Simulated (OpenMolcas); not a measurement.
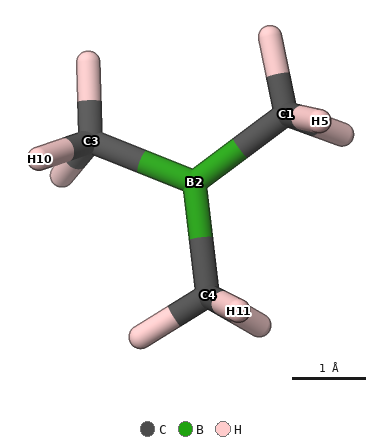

Fig. 1: The structure as given in the input (stick view, seen at a tilt; atoms are numbered from 1 in the order of the input). Bond lengths as drawn: B–C 1.58 Å and C–H 1.09 Å.

Single-point calculation, with input and output: C3H9B (part 1 of 2)

- system: C3H9B, SMILES CB(C)C
- method: CASPT2/ANO-R1, sfX2C (OpenMolcas 26.06)

The geometry comes from this level: GFN2-xTB.

Log:
```
--- Start Module: gateway ---

                                              &GATEWAY

                       available to each process: 1.9 GB of memory, 1 thread

++    Symmetry information:
      ---------------------

                    Character Table for C1

                             E
                    a        1  x, y, xy, Rz, z, xz, Ry, yz, Rx, I
--

++    Basis set information:
      ----------------------

      Basis set label: C.ANO-R...3S2P1D.

      Electronic valence basis set:
      ------------------
      Associated Effective Charge   6.000000 au
      Associated Actual Charge      6.000000 au
      Nuclear Model: Finite nucleus - Gaussian distribution
        Gaussian exponent, Xi/bohr**(-2):  6.80775E+08

      Shell  nPrim  nBasis  Cartesian Spherical Contaminant
         s      12       3        X
         p       7       2        X
         d       3       1                 X

      Basis set label: B.ANO-R...3S2P1D.

      Electronic valence basis set:
      ------------------
      Associated Effective Charge   5.000000 au
      Associated Actual Charge      5.000000 au
      Nuclear Model: Finite nucleus - Gaussian distribution
        Gaussian exponent, Xi/bohr**(-2):  7.11787E+08

      Shell  nPrim  nBasis  Cartesian Spherical Contaminant
         s      12       3        X
         p       7       2        X
         d       3       1                 X

      Basis set label: C.ANO-R...3S2P1D.

      Electronic valence basis set:
      ------------------
      Associated Effective Charge   6.000000 au
      Associated Actual Charge      6.000000 au
      Nuclear Model: Finite nucleus - Gaussian distribution
        Gaussian exponent, Xi/bohr**(-2):  6.80775E+08

      Shell  nPrim  nBasis  Cartesian Spherical Contaminant
         s      12       3        X
         p       7       2        X
         d       3       1                 X

      Basis set label: H.ANO-R...2S1P.

      Electronic valence basis set:
      ------------------
      Associated Effective Charge   1.000000 au
      Associated Actual Charge      1.000000 au
      Nuclear Model: Finite nucleus - Gaussian distribution
        Gaussian exponent, Xi/bohr**(-2):  2.12482E+09

      Shell  nPrim  nBasis  Cartesian Spherical Contaminant
         s       7       2        X
         p       4       1        X
--

++    Molecular structure info:
      -------------------------

                    ************************************************
                    **** Cartesian Coordinates / bohr, angstrom ****
                    ************************************************

     Center  Label                x              y              z                     x              y              z
        1      C1              -1.747241       2.279199      -0.848260             -0.924600       1.206100      -0.448880
        2      B2               0.021694       0.039873       0.024283              0.011480       0.021100       0.012850
        3      C3               2.216573       0.460054       1.995003              1.172960       0.243450       1.055710
        4      C4              -0.434259      -2.686038      -1.107228             -0.229800      -1.421390      -0.585920
        5      H5              -1.677926       2.519402      -2.891564             -0.887920       1.333210      -1.530150
        6      H6              -1.288869       4.091900       0.003572             -0.682040       2.165340       0.001890
        7      H7              -3.715523       1.867956      -0.405592             -1.966170       0.988480      -0.214630
        8      H8               1.982096      -0.785143       3.618278              1.048880      -0.415480       1.914710
        9      H9               2.374876       2.383171       2.700570              1.256730       1.261120       1.429080
       10      H10              4.031220      -0.050947       1.166018              2.133230      -0.026960       0.617030
       11      H11             -0.326677      -2.662643      -3.162646             -0.172870      -1.409010      -1.673600
       12      H12             -2.329182      -3.353962      -0.658570             -1.232550      -1.774840      -0.348500
       13      H13              0.893217      -4.102822      -0.433881              0.472670      -2.171120      -0.229600

                    ***************************************
                    *    InterNuclear Distances / bohr    *
                    ***************************************

               1 C1            2 B2            3 C3            4 C4            5 H5            6 H6
    1 C1       0.000000
    2 B2       2.984131        0.000000
    3 C3       5.206271        2.979561        0.000000
    4 C4       5.142427        2.986436        5.152537        0.000000
    5 H5       2.058542        4.187951        6.579253        5.641557        0.000000
    6 H6       2.054655        4.258746        5.426253        6.921320        3.317518        0.000000
    7 H7       2.058934        4.182520        6.552466        5.656664        3.279671        3.316924
    8 H8       6.576329        4.176197        2.059251        5.637604        8.166628        6.895713
    9 H9       5.440299        4.265093        2.054572        6.934511        6.907657        4.859689
   10 H10      6.548092        4.169905        2.059438        5.661436        7.460899        6.842354
   11 H11      5.638810        4.193026        6.543752        2.058364        5.362177        7.521608
   12 H12      5.666316        4.184617        6.500158        2.058677        6.317183        7.547286
   13 H13      6.919098        4.258097        5.335784        2.054961        7.516970        8.491544

               7 H7            8 H8            9 H9           10 H10          11 H11          12 H12
    7 H7       0.000000
    8 H8       7.462796        0.000000
    9 H9       6.856139        3.321849        0.000000
   10 H10      8.134137        3.278953        3.320130        0.000000
   11 H11      6.293803        7.405157        8.193651        6.674545        0.000000
   12 H12      5.408731        6.593737        8.144119        7.395522        3.279992        0.000000
   13 H13      7.542644        5.349078        7.354469        5.368839        3.317893        3.315891

              13 H13
   13 H13      0.000000

                    *******************************************
                    *    InterNuclear Distances / angstrom    *
                    *******************************************

               1 C1            2 B2            3 C3            4 C4            5 H5            6 H6
    1 C1       0.000000
    2 B2       1.579134        0.000000
    3 C3       2.755040        1.576716        0.000000
    4 C4       2.721255        1.580354        2.726605        0.000000
    5 H5       1.089333        2.216168        3.481591        2.985383        0.000000
    6 H6       1.087277        2.253632        2.871450        3.662605        1.755555        0.000000
    7 H7       1.089541        2.213294        3.467416        2.993378        1.735527        1.755241
    8 H8       3.480043        2.209948        1.089709        2.983291        4.321594        3.649054
    9 H9       2.878882        2.256990        1.087233        3.669585        3.655375        2.571636
   10 H10      3.465101        2.206619        1.089807        2.995903        3.948138        3.620818
   11 H11      2.983930        2.218854        3.462805        1.089239        2.837542        3.980264
   12 H12      2.998485        2.214404        3.439735        1.089405        3.342909        3.993852
   13 H13      3.661429        2.253288        2.823575        1.087439        3.977809        4.493532

               7 H7            8 H8            9 H9           10 H10          11 H11          12 H12
    7 H7       0.000000
    8 H8       3.949142        0.000000
    9 H9       3.628112        1.757847        0.000000
   10 H10      4.304400        1.735147        1.756937        0.000000
   11 H11      3.330537        3.918641        4.335894        3.532017        0.000000
   12 H12      2.862177        3.489255        4.309682        3.913542        1.735697        0.000000
   13 H13      3.991395        2.830610        3.891817        2.841067        1.755753        1.754694

              13 H13
   13 H13      0.000000

                    **************************************
                    *    Valence Bond Angles / degree    *
                    **************************************
                          Atom centers                 Phi
                      2 B2       1 C1       5 H5       110.97
                      2 B2       1 C1       6 H6       114.12
                      2 B2       1 C1       7 H7       110.73
                      5 H5       1 C1       6 H6       107.52
                      5 H5       1 C1       7 H7       105.60
                      6 H6       1 C1       7 H7       107.48
                      1 C1       2 B2       3 C3       121.62
                      1 C1       2 B2       4 C4       118.92
                      3 C3       2 B2       4 C4       119.46
                      2 B2       3 C3       8 H8       110.62
                      2 B2       3 C3       9 H9       114.58
                      2 B2       3 C3      10 H10      110.36
                      8 H8       3 C3       9 H9       107.70
                      8 H8       3 C3      10 H10      105.52
                      9 H9       3 C3      10 H10      107.61
                      2 B2       4 C4      11 H11      111.10
                      2 B2       4 C4      12 H12      110.74
                      2 B2       4 C4      13 H13      113.99
                     11 H11      4 C4      12 H12      105.63
                     11 H11      4 C4      13 H13      107.53
                     12 H12      4 C4      13 H13      107.43

           ***************************************************************
           *              Valence Dihedral Angles / degree               *
           ***************************************************************
                    Atom centers                       Phi1     Phi2     Theta
           3 C3       2 B2       1 C1       5 H5        121.62   110.97   122.54
           3 C3       2 B2       1 C1       6 H6        121.62   114.12     0.88
           3 C3       2 B2       1 C1       7 H7        121.62   110.73  -120.53
           4 C4       2 B2       1 C1       5 H5        118.92   110.97   -57.64
           4 C4       2 B2       1 C1       6 H6        118.92   114.12  -179.29
           4 C4       2 B2       1 C1       7 H7        118.92   110.73    59.30
           1 C1       2 B2       3 C3       8 H8        121.62   110.62   122.83
           1 C1       2 B2       3 C3       9 H9        121.62   114.58     0.87
           1 C1       2 B2       3 C3      10 H10       121.62   110.36  -120.77
           4 C4       2 B2       3 C3       8 H8        119.46   110.62   -57.00
           4 C4       2 B2       3 C3       9 H9        119.46   114.58  -178.96
           4 C4       2 B2       3 C3      10 H10       119.46   110.36    59.40
           1 C1       2 B2       4 C4      11 H11       118.92   111.10    57.09
           1 C1       2 B2       4 C4      12 H12       118.92   110.74   -59.97
           1 C1       2 B2       4 C4      13 H13       118.92   113.99   178.77
           3 C3       2 B2       4 C4      11 H11       119.46   111.10  -123.08
           3 C3       2 B2       4 C4      12 H12       119.46   110.74   119.87
           3 C3       2 B2       4 C4      13 H13       119.46   113.99    -1.40
--

            Nuclear Potential Energy            112.49548309 au

--- Stop Module: gateway /rc=_RC_ALL_IS_WELL_ ---

--- Start Module: seward ---

                                              &SEWARD

                       available to each process: 1.9 GB of memory, 1 thread

               SEWARD will generate:
                  Multipole Moment integrals up to order  2
                  Kinetic Energy integrals
                  Nuclear Attraction integrals (finite nuclei - Gaussian type)
                  One-Electron Hamiltonian integrals
                  Velocity integrals
                  Relativistic X2C integrals
                  Orbital angular momentum around (  0.0107   0.0175   0.0121 )
                  Velocity quadrupole around (  0.0107   0.0175   0.0121 )
                  Atomic mean-field integrals
                  RI decomposed two-electron repulsion integrals stored Cholesky style
                   - acCD auxiliary basis
                   - CD Threshold:   1.00E-04

                   Integrals are discarded if absolute value <: 1.00E-14
                   Integral cutoff threshold is set to       <: 1.00E-16

            Nuclear Potential Energy            112.49548309 au

      Basis set specifications :
      Symmetry species         a
      Basis functions          101

--- Stop Module: seward /rc=_RC_ALL_IS_WELL_ ---
--- Module seward spent 2 seconds ---

--- Start Module: rasscf ---

                                              &RASSCF

                       available to each process: 1.9 GB of memory, 1 thread

      Header of the ONEINT file:
      --------------------------

      OrdInt status: non-squared

      Cartesian coordinates in angstrom:
      -----------------------------------------------------
      No.  Label        X            Y            Z
      -----------------------------------------------------
       1   C1        -0.92460000   1.20610000  -0.44888000
       2   B2         0.01148000   0.02110000   0.01285000
       3   C3         1.17296000   0.24345000   1.05571000
       4   C4        -0.22980000  -1.42139000  -0.58592000
       5   H5        -0.88792000   1.33321000  -1.53015000
       6   H6        -0.68204000   2.16534000   0.00189000
       7   H7        -1.96617000   0.98848000  -0.21463000
       8   H8         1.04888000  -0.41548000   1.91471000
       9   H9         1.25673000   1.26112000   1.42908000
      10   H10        2.13323000  -0.02696000   0.61703000
      11   H11       -0.17287000  -1.40901000  -1.67360000
      12   H12       -1.23255000  -1.77484000  -0.34850000
      13   H13        0.47267000  -2.17112000  -0.22960000
      -----------------------------------------------------
      Nuclear repulsion energy =  112.49548309

++    Wave function specifications:
      -----------------------------

      Number of closed shell electrons          26
      Number of electrons in active shells       6
      Max number of holes in RAS1 space          0
      Max nr of electrons in RAS3 space          0
      Number of inactive orbitals               13
      Number of active orbitals                  6
      Number of secondary orbitals              82
      Spin quantum number                      0.0
      State symmetry                             1
--

++    Orbital specifications:
      -----------------------

      Symmetry species                           1
                                                 a
      Frozen orbitals                            0
      Inactive orbitals                         13
      Active orbitals                            6
      RAS1 orbitals                              0
      RAS2 orbitals                              6
      RAS3 orbitals                              0
      Secondary orbitals                        82
      Deleted orbitals                           0
      Number of basis functions                101
--
```
